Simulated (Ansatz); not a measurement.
# Li on Ni(100): change of the work function, part 3 of 4

Aim: the work function of Ni(100) at several coverages of Li (hollow site), and the dipole that each adsorbate carries.

Ansatz 0.2.0; plane-wave DFT, PBE, Ansatz PAW.

So far, work function, upper face (eV): step 2 (the clean slab) 4.88; step 3 (37 atoms, coverage 0.111 ML, cell 3x3) 3.49.

## 4. Adsorbate added, k-mesh 6×6×1, coverage 0.25 ML

System of this step: Li/Ni(100). The cell holds 17 atoms: 16 Ni and 1 Li. Its edges and angles: a = 4.978 Å, b = 4.978 Å, c = 25.143 Å, α = 90.0°, β = 90.0°, γ = 90.0°. Vacuum lies along c.

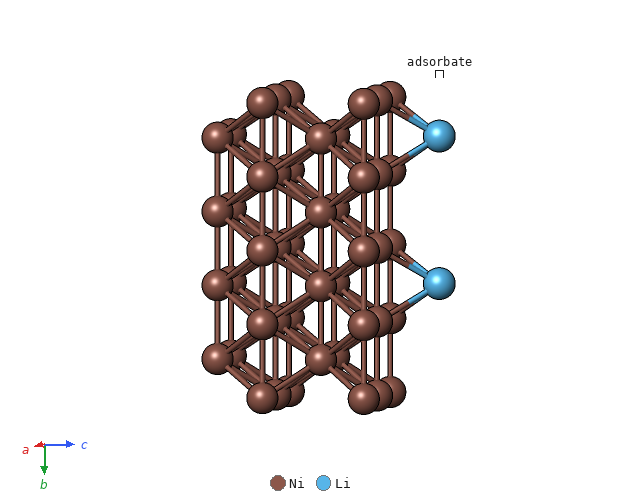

The cell of this step (nickel brown, lithium blue). 1×2×1 cells are drawn. Some periodic images of atoms are drawn too.

Another coverage, to see how the dipoles act on each other as their distance changes.

input.yaml

```yaml
crystal:
  lattice:
    - [4.9780317396, 0.0, 0.0]
    - [0.0, 4.9780317396, 0.0]
    - [0.0, 0.0, 25.1433792852]
  atoms:
    - { symbol: Ni, position: [0.25, 0.25, 0.357947112], spin: 0.76 }
    - { symbol: Ni, position: [0.0, 0.0, 0.4279456583], spin: 0.69 }
    - { symbol: Ni, position: [0.25, 0.25, 0.4988251111], spin: 0.7 }
    - { symbol: Ni, position: [0.0, 0.0, 0.5661777379], spin: 0.76 }
    - { symbol: Ni, position: [0.25, 0.75, 0.357947112], spin: 0.76 }
    - { symbol: Ni, position: [0.0, 0.5, 0.4279456583], spin: 0.69 }
    - { symbol: Ni, position: [0.25, 0.75, 0.4988251111], spin: 0.7 }
    - { symbol: Ni, position: [0.0, 0.5, 0.5661777379], spin: 0.76 }
    - { symbol: Ni, position: [0.75, 0.25, 0.357947112], spin: 0.76 }
    - { symbol: Ni, position: [0.5, 0.0, 0.4279456583], spin: 0.69 }
    - { symbol: Ni, position: [0.75, 0.25, 0.4988251111], spin: 0.7 }
    - { symbol: Ni, position: [0.5, 0.0, 0.5661777379], spin: 0.76 }
    - { symbol: Ni, position: [0.75, 0.75, 0.357947112], spin: 0.76 }
    - { symbol: Ni, position: [0.5, 0.5, 0.4279456583], spin: 0.69 }
    - { symbol: Ni, position: [0.75, 0.75, 0.4988251111], spin: 0.7 }
    - { symbol: Ni, position: [0.5, 0.5, 0.5661777379], spin: 0.76 }
    - { symbol: Li, position: [0.25, 0.25, 0.642052888] }
magnetization:
  spin_polarized: true
kpoints:
  mp_grid: { grid: [6, 6, 1] }
hamiltonian:
  xc: pbe
scf:
  occupations: { method: fermi_dirac, width: 0.1 }
  convergence: { dr2_threshold: 1.0e-08 }
efield:
  axis: 3
  dipole_correction: true
  ramp_position: 0.97
  ramp_width: 0.06
relax:
  f_tol: 0.02
  max_steps: 60
  constraints: [{ sites: [0, 1, 4, 5, 8, 9, 12, 13] }]
output:
  dos: { projected: true, e_range: [-8, 4] }
  write_potential: true
  write_density: true
  volumetric_format: npy
  elf: true
```

On the command line:

```console
$ ansatz run input.yaml --threads 4 --pin off --max-ram 16384MiB --backend cpu --events-out ev --progress --plain --runs-dir out
```

Numbers of over 12 decimals in the logs are rounded to 6 here.

What it wrote:

```text
[...]
Crystal: 17 atoms, lattice volume = 623.073 Å³
Basis set: ecut = 420 eV, 12217 PW (Γ), exchange–correlation on 72×72×360 points (8 copies of the dense FFT grid, shifted against one another)
Bands: 182, of which v1, the nominal top of the filled ones, is band 146 counted from 1 (145 counted from 0)
Symmetry: 8 space group operations
k-points: 10 of 36
[...]
Starting moments: Σ|m| = 11.64 μB on 16 of 17 sites
[...]
SCF iter   1: F=—  HF=-93619.030525 eV  |F-HF|=—  |Δ(HF+E_count)|=         —  Δρ=2.22e-2 (↑1.26e-2 ↓2.22e-2)  dr2=1.62e1  dr2_m=8.49e-1  M=12.095 μB ∫|m|=12.680 μB  β_m=1.00  ethr=3.10e-3  p=-0.000 e·Å  D=-1.82e-6 V/Å  ΔV_dip=0.00 eV  dr2_dipole=7.43e-3  V_vac-E_F(+/−)=7.17/7.17 eV  ⟨swp⟩=11.4  Hψ=19552  notcnv=0  defer=156
[...]
SCF iter  17: F=-93634.572610 eV  HF=-93634.572610 eV  |F-HF|=4.02e-9  |Δ(HF+E_count)|=   6.56e-9  Δρ=9.17e-7 (↑2.84e-7 ↓9.17e-7)  dr2=6.55e-9  dr2_m=7.32e-10  M=10.436 μB ∫|m|=12.049 μB  ethr=1.31e-12  p=0.344 e·Å  D=9.99e-2 V/Å  ΔV_dip=-2.51 eV  dr2_dipole=2.01e-10  V_vac-E_F(+/−)=2.39/4.90 eV  ⟨swp⟩=15.4  Hψ=31126  notcnv=0
SCF 1 converged in 17 iterations: F = -93634.572610 eV  dr2 = 6.55e-9
[...]
relax step   1: F+E_penalty+E_count = -93634.57260971 eV  Δ(F+E_penalty+E_count) = +0.000e0 eV  max|allowed force component| = 1.500e-1 eV/Å  Δτ_max = 0.0000 Å  (17 SCF iters, accepted)
[...]
SCF iter  12: F=-93634.577608 eV  HF=-93634.577608 eV  |F-HF|=3.62e-9  |Δ(HF+E_count)|=   4.92e-9  Δρ=5.78e-7 (↑9.07e-8 ↓5.78e-7)  dr2=3.65e-9  dr2_m=3.78e-10  M=10.422 μB ∫|m|=12.037 μB  ethr=2.66e-12  p=0.332 e·Å  D=9.65e-2 V/Å  ΔV_dip=-2.43 eV  dr2_dipole=2.86e-10  V_vac-E_F(+/−)=2.48/4.90 eV  ⟨swp⟩=10.9  Hψ=22933  notcnv=0
SCF 2 converged in 12 iterations: F = -93634.577608 eV  dr2 = 3.65e-9
relax step   2: F+E_penalty+E_count = -93634.57760831 eV  Δ(F+E_penalty+E_count) = -4.999e-3 eV  max|allowed force component| = 1.208e-1 eV/Å  Δτ_max = 0.0425 Å  (12 SCF iters, accepted)
SCF iter   1: F=—  HF=-93634.579509 eV  |F-HF|=—  |Δ(HF+E_count)|=         —  Δρ=3.33e-4 (↑2.02e-4 ↓3.33e-4)  dr2=2.85e-3  dr2_m=1.25e-4  M=10.421 μB ∫|m|=12.036 μB  β_m=1.00  ethr=4.53e-6  p=0.332 e·Å  D=9.65e-2 V/Å  ΔV_dip=-2.43 eV  dr2_dipole=6.48e-4  V_vac-E_F(+/−)=2.48/4.91 eV  ⟨swp⟩=2.5  Hψ=6558  notcnv=0  defer=341
[...]
SCF iter  12: F=-93634.579240 eV  HF=-93634.579240 eV  |F-HF|=7.84e-9  |Δ(HF+E_count)|=  3.93e-10  Δρ=7.66e-7 (↑1.81e-7 ↓7.66e-7)  dr2=8.27e-9  dr2_m=7.11e-10  M=10.424 μB ∫|m|=12.039 μB  ethr=1.00e-12  p=0.330 e·Å  D=9.58e-2 V/Å  ΔV_dip=-2.41 eV  dr2_dipole=1.35e-9  V_vac-E_F(+/−)=2.49/4.90 eV  ⟨swp⟩=10.1  Hψ=24425  notcnv=0
SCF 3 converged in 12 iterations: F = -93634.579240 eV  dr2 = 8.27e-9
relax step   3: F+E_penalty+E_count = -93634.57923954 eV  Δ(F+E_penalty+E_count) = -1.631e-3 eV  max|allowed force component| = 4.553e-2 eV/Å  Δτ_max = 0.0079 Å  (12 SCF iters, accepted)
SCF iter   1: F=—  HF=-93634.579570 eV  |F-HF|=—  |Δ(HF+E_count)|=         —  Δρ=1.83e-4 (↑1.34e-4 ↓1.83e-4)  dr2=3.64e-4  dr2_m=4.39e-5  M=10.424 μB ∫|m|=12.039 μB  β_m=1.00  ethr=3.52e-6  p=0.330 e·Å  D=9.58e-2 V/Å  ΔV_dip=-2.41 eV  dr2_dipole=4.15e-9  V_vac-E_F(+/−)=2.49/4.90 eV  ⟨swp⟩=2.1  Hψ=6346  notcnv=0  defer=302
[...]
SCF iter  11: F=-93634.579545 eV  HF=-93634.579545 eV  |F-HF|=6.97e-9  |Δ(HF+E_count)|=   4.38e-9  Δρ=5.86e-7 (↑1.18e-7 ↓5.86e-7)  dr2=7.34e-9  dr2_m=3.81e-10  M=10.424 μB ∫|m|=12.039 μB  ethr=1.00e-12  p=0.330 e·Å  D=9.57e-2 V/Å  ΔV_dip=-2.41 eV  dr2_dipole=1.51e-9  V_vac-E_F(+/−)=2.50/4.90 eV  ⟨swp⟩=9.3  Hψ=22043  notcnv=0
SCF 4 converged in 11 iterations: F = -93634.579545 eV  dr2 = 7.34e-9
relax step   4: F+E_penalty+E_count = -93634.57954495 eV  Δ(F+E_penalty+E_count) = -3.054e-4 eV  max|allowed force component| = 8.167e-4 eV/Å  Δτ_max = 0.0069 Å  (11 SCF iters, accepted)
[...]
SCF converged after 11 iterations
Magnetization: 10.4243 μB (150.7121 up, 140.2879 down)
Absolute magnetization: 12.0507 μB (∫|ρ↑−ρ↓|, with the PAW one-centre terms)
[...]
Per-site moments (μB) at R_I (Å): [(0.764296, 1.026719), (0.691634, 1.026719), (0.691546, 1.010835), (0.658053, 1.009590), (0.765100, 1.026719), (0.691634, 1.026719), (0.669293, 1.009590), (0.658053, 1.009590), (0.765100, 1.026719), (0.691634, 1.026719), (0.669293, 1.009590), (0.658053, 1.009590), (0.760485, 1.026719), (0.691634, 1.026719), (0.659160, 1.012930), (0.658053, 1.009590), (-0.021730, 1.056607)]
Free energy (F): -93634.579545 eV
[...]
Internal energy: -93633.642600 eV  (E = F + TS)
E sigma→0 (E₀):  -93634.111073 eV
Entropy (-TS):   -0.936945 eV (-55.114 meV/atom)
Fermi energy:    2.577802 eV
Dipole field:    D = 0.095769 V/Å  (p = 0.329762 e·Å, saw-weighted, corrected)
Work function:   Φ+ = 2.4958 eV   Φ− = 4.9037 eV
[...]
--- Forces (eV/Å), atoms counted from 1 ---
  atom   1  Ni    -0.00000000     0.00000000     0.32947299
  atom   2  Ni     0.02178086     0.02178086    -0.32683712
  atom   3  Ni     0.00000000     0.00000000     0.00037133
  atom   4  Ni    -0.00063240    -0.00063240     0.00047035
  atom   5  Ni    -0.00000000     0.00000000     0.32246842
  atom   6  Ni     0.02178086    -0.02178086    -0.32683712
  atom   7  Ni     0.00000000     0.00000000     0.00008918
  atom   8  Ni    -0.00063240     0.00063240     0.00047035
  atom   9  Ni    -0.00000000     0.00000000     0.32246842
  atom  10  Ni    -0.02178086     0.02178086    -0.32683712
  atom  11  Ni    -0.00000000     0.00000000     0.00008918
  atom  12  Ni     0.00063240    -0.00063240     0.00047035
  atom  13  Ni    -0.00000000     0.00000000     0.32946870
  atom  14  Ni    -0.02178086    -0.02178086    -0.32683712
  atom  15  Ni    -0.00000000     0.00000000     0.00081669
  atom  16  Ni     0.00063240     0.00063240     0.00047035
  atom  17  Li     0.00000000     0.00000000     0.00015960
  max |Σ_I F_I| component: 6.25e-5 eV/Å
--- Band table (eV; the first three rows and the last of 20) ---
  k-point 0 ↑: bands = [... 142 lower, 2.0373, 2.0378, 2.1187, 2.1415, 2.2465, 2.3817, 2.4142, 2.9921, ... 32 higher]
  k-point 1 ↑: bands = [... 142 lower, 1.9962, 2.0047, 2.0237, 2.0410, 2.0675, 2.2416, 2.2748, 2.4219, ... 32 higher]
  k-point 2 ↑: bands = [... 142 lower, 1.9141, 1.9692, 1.9725, 1.9733, 2.0173, 2.0584, 2.0664, 2.0909, ... 32 higher]
  k-point 9 ↓: bands = [... 142 lower, 2.3899, 2.4030, 2.4064, 2.8437, 2.8437, 2.8529, 2.8616, 2.9340, ... 32 higher]
--- Relaxed structure (4 steps of the walk, 4 accepted, 0 SCFs on fresh bases) ---
  F+E_penalty+E_count = -93634.57954495 eV   max|allowed force component| = 8.167e-4 eV/Å
  atoms:
    - { symbol: Ni, position: [0.250000, 0.250000, 0.357947] }
    - { symbol: Ni, position: [0.0, 0.0, 0.427946] }
    - { symbol: Ni, position: [0.250000, 0.250000, 0.499155] }
    - { symbol: Ni, position: [-0.00133149, -0.00133149, 0.566583] }
    - { symbol: Ni, position: [0.250000, 0.75, 0.357947] }
    - { symbol: Ni, position: [0.0, 0.500000, 0.427946] }
    - { symbol: Ni, position: [0.250000, 0.75, 0.498941] }
    - { symbol: Ni, position: [-0.00133149, 0.501331, 0.566583] }
    - { symbol: Ni, position: [0.75, 0.250000, 0.357947] }
    - { symbol: Ni, position: [0.500000, 0.0, 0.427946] }
    - { symbol: Ni, position: [0.75, 0.250000, 0.498941] }
    - { symbol: Ni, position: [0.501331, -0.00133149, 0.566583] }
    - { symbol: Ni, position: [0.75, 0.75, 0.357947] }
    - { symbol: Ni, position: [0.500000, 0.500000, 0.427946] }
    - { symbol: Ni, position: [0.75, 0.75, 0.498097] }
    - { symbol: Ni, position: [0.501331, 0.501331, 0.566583] }
    - { symbol: Li, position: [0.250000, 0.250000, 0.640247] }
```

It took 8.2 min on 4 threads of Arm Neoverse V1, shared host; peak memory 3.7 GiB; 32 min of CPU time.

Relaxation path:

| step | energy less that of the first step (eV) | largest force component (eV/Å) |
| --- | --- | --- |
| 1 | 0.0000 | 0.1500 |
| 2 | -0.0050 | 0.1208 |
| 3 | -0.0066 | 0.0455 |
| 4 | -0.0069 | 0.0008 |

Forces are held to the 8 operations that the run works with; a distortion that breaks them can't arise in this run.

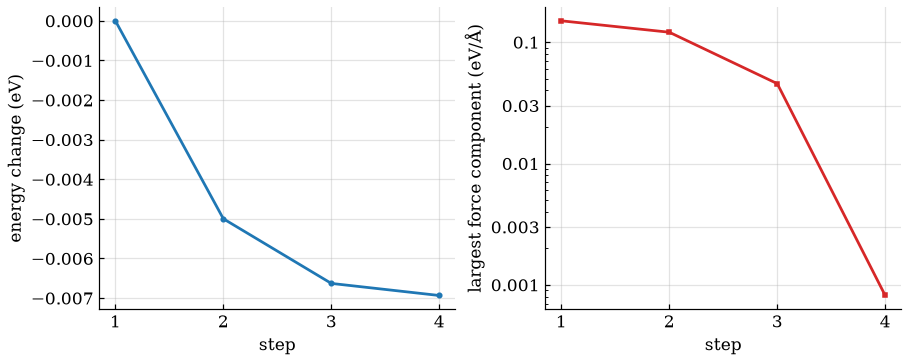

Energy and largest force along the relaxation.

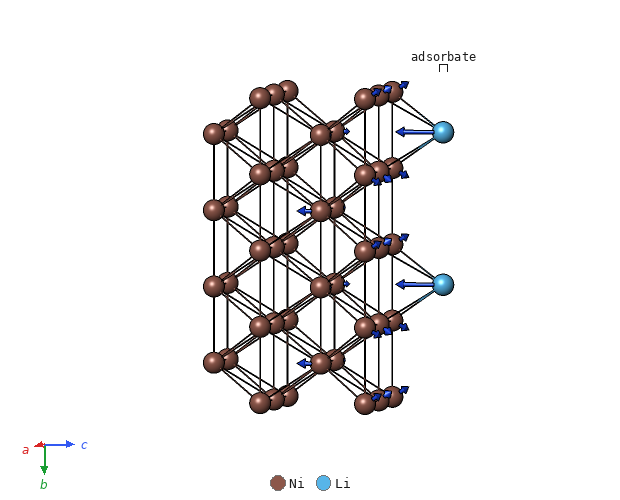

Displacements in the relaxation, exaggerated; the longest in the cell stands for 0.05 Å. 1×2×1 cells are drawn. Some periodic images of atoms are drawn too.

The atoms that moved most (Å):

```
atom      dx      dy      dz  length
Li17   0.000   0.000  -0.045   0.045
Ni15   0.000   0.000  -0.018   0.018
 Ni4  -0.007  -0.007   0.010   0.014
Ni12   0.007  -0.007   0.010   0.014
 Ni8  -0.007   0.007   0.010   0.014
Ni16   0.007   0.007   0.010   0.014
 Ni3   0.000   0.000   0.008   0.008
```

Final coordinates:

```
Ni Li
1.0
     4.97803    0.00000    0.00000
     0.00000    4.97803    0.00000
     0.00000    0.00000   25.14338
Ni Li
16 1
Direct
  0.25000 0.25000 0.35795
  0.00000 0.00000 0.42795
  0.25000 0.25000 0.49915
  0.99867 0.99867 0.56658
  0.25000 0.75000 0.35795
  0.00000 0.50000 0.42795
  0.25000 0.75000 0.49894
  0.99867 0.50133 0.56658
  0.75000 0.25000 0.35795
  0.50000 0.00000 0.42795
  0.75000 0.25000 0.49894
  0.50133 0.99867 0.56658
  0.75000 0.75000 0.35795
  0.50000 0.50000 0.42795
  0.75000 0.75000 0.49810
  0.50133 0.50133 0.56658
  0.25000 0.25000 0.64025
```

This step gave:

- energy at zero smearing: -93634.1111 eV
- total moment: 10.42 μB
- work function, upper face: 2.496 eV
- work function, lower face: 4.904 eV
- dipole along the normal: 0.3298 e·Å
- step between the vacuum levels: -2.408 eV

The density of states has structure finer than the step of the table below, so its rows give means over 0.5 eV, whole bins alone (the curve runs from -8 to 1.98 eV). Peaks (eV: height): total -2.20: 55.9, -1.65: 57.0, -1.53: 62.8, -1.41: 55.9, -1.20: 58.0, -0.93: 72.9, -0.60: 75.4; up -3.19: 28.3, -2.20: 41.1, -1.98: 28.1, -1.65: 36.9, -1.20: 32.1, -0.84: 45.0, -0.60: 51.8; down -1.53: 39.4, -1.41: 30.4, -0.93: 50.5, -0.66: 31.0, -0.45: 30.4, -0.12: 33.4, 0.27: 32.6.

Density of states against energy, zero at the Fermi level; means over each step; values in states/eV a cell:

```
energy (eV)  total     up   down
       -7.5   1.04  0.525  0.517
       -7.0   1.20  0.599  0.602
       -6.5   2.50   1.26   1.24
       -6.0   2.26   1.18   1.08
       -5.5   3.15   1.67   1.48
       -5.0   4.17   2.34   1.84
       -4.5   8.91   6.11   2.79
       -4.0   18.6   12.0   6.55
       -3.5   22.4   13.4   8.99
       -3.0   27.4   14.9   12.5
       -2.5   31.7   19.1   12.6
       -2.0   38.1   21.9   16.3
       -1.5   47.2   24.9   22.2
       -1.0   54.2   30.4   23.8
       -0.5   42.0   18.1   23.8
        0.0   29.2   3.39   25.8
        0.5   12.0   2.43   9.58
        1.0   6.69   3.60   3.09
        1.5   6.24   2.39   3.85
```

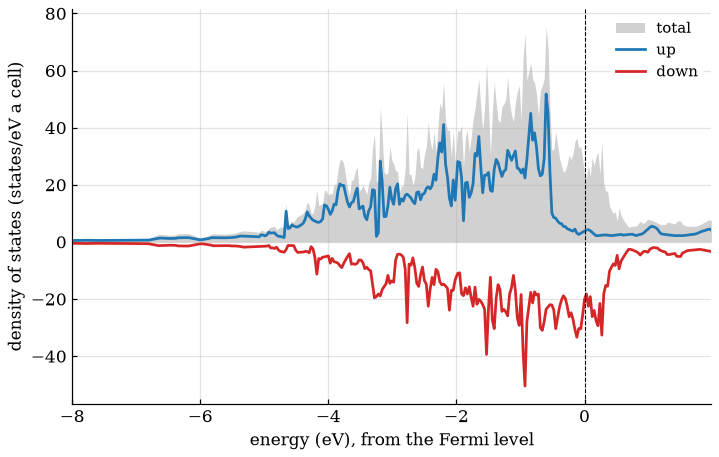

Density of states against energy. Down spins are drawn negative.

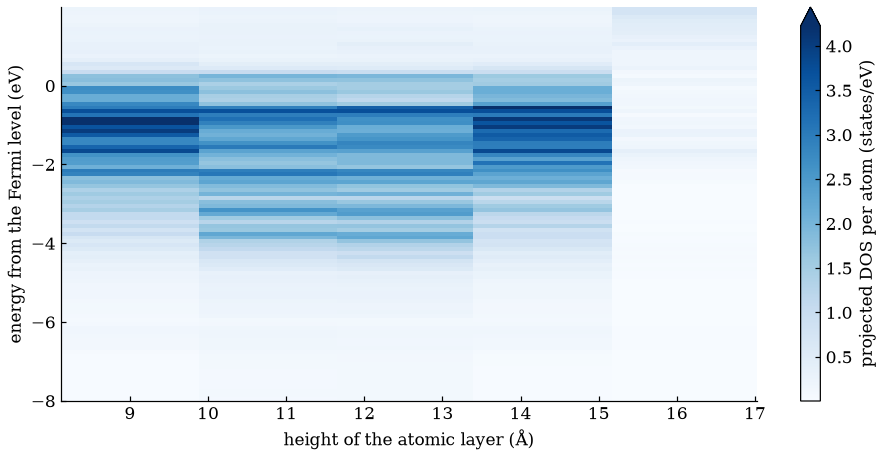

Projected DOS per atom over height of the atomic layer and energy from the Fermi level. Layers: Ni4 Ni4 Ni4 Ni4 Li from below.

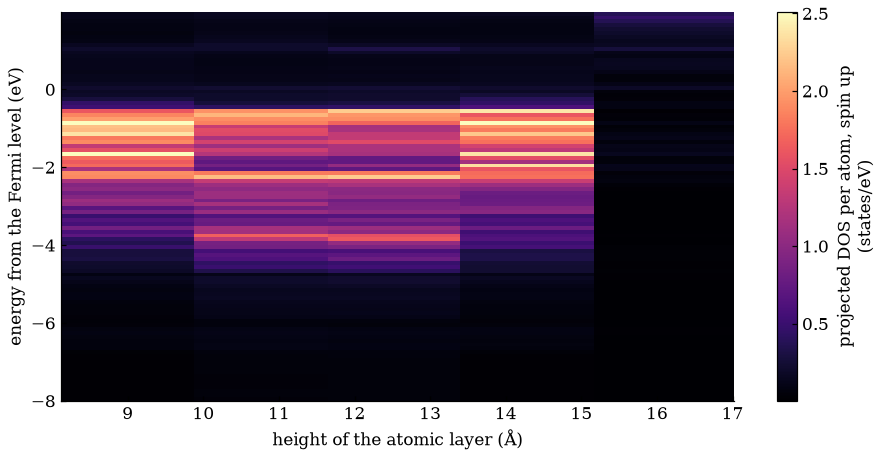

Projected DOS per atom, spin up over height of the atomic layer and energy from the Fermi level. Layers: Ni4 Ni4 Ni4 Ni4 Li from below.

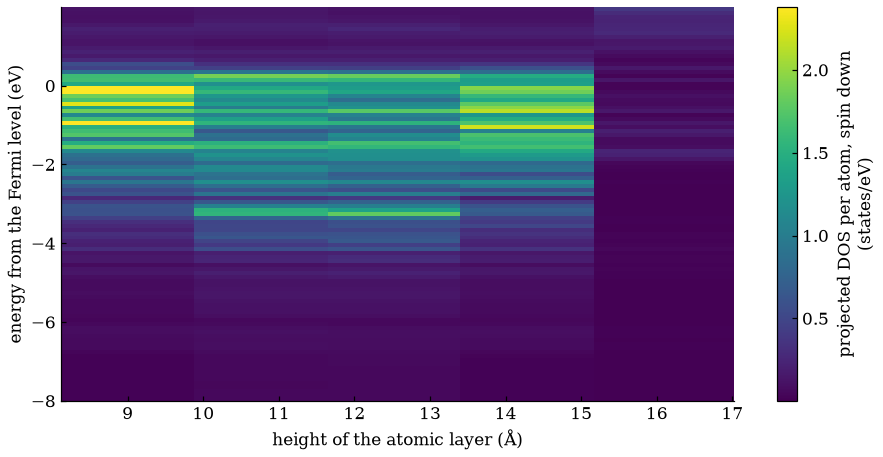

Projected DOS per atom, spin down over height of the atomic layer and energy from the Fermi level. Layers: Ni4 Ni4 Ni4 Ni4 Li from below.

Site moment by atom:

```
atom  site moment (μB)
 Ni1             0.764
 Ni2             0.692
 Ni3             0.692
 Ni4             0.658
 Ni5             0.765
 Ni6             0.692
 Ni7             0.669
 Ni8             0.658
 Ni9             0.765
Ni10             0.692
Ni11             0.669
Ni12             0.658
Ni13             0.760
Ni14             0.692
Ni15             0.659
Ni16             0.658
Li17            -0.022
```

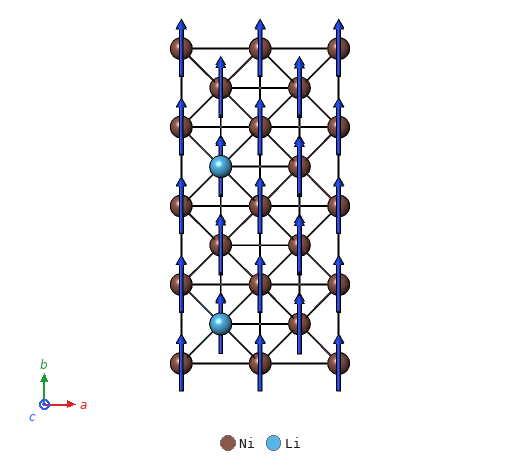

Site moment as arrows, the longest 0.765 μB. Up and down stand for the sign. Arrows give size and sign along the axis of quantisation, drawn up and down the page. 1×2×1 cells are drawn. Some periodic images of atoms are drawn too.

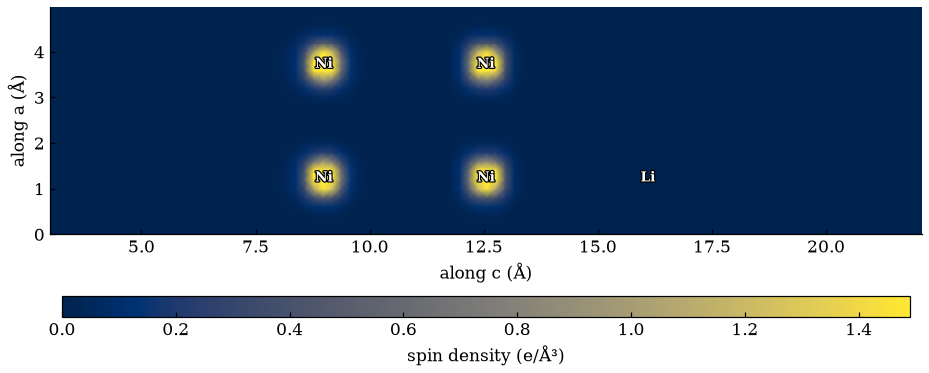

Spin density in the ca plane at fractional y = 0.250, with atoms of Ni and Li within 0.2 Å of it. The far vacuum is left out of the map.

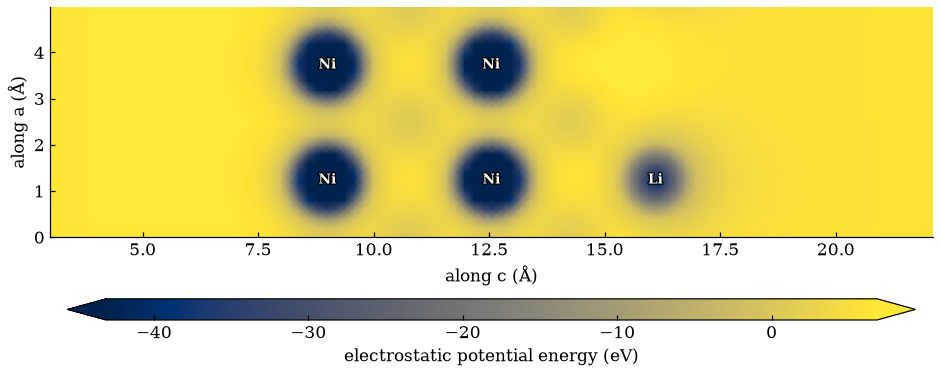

Electrostatic potential energy in the ca plane at fractional y = 0.250, with atoms of Ni and Li within 0.2 Å of it. With pseudopotentials it is smooth inside the atoms' cores, unlike the true potential. The far vacuum is left out of the map.

(Continued in part 4 of 4.)

[Logs are printed without paths, hosts, clocks, repeated set-up lines and the standing remarks that a program may print on its own settings, such as how far it seeks lower states.]

[Hosts, paths, dates, database ids (printed as entryN), source tags and the programs' standing remarks are cut or masked in the printed files.]

[Maps of the electrostatic potential energy from Ansatz leave out the sawtooth potential of an applied field or a dipole correction, so their vacuum need not be flat; planar profiles and work functions include it.]
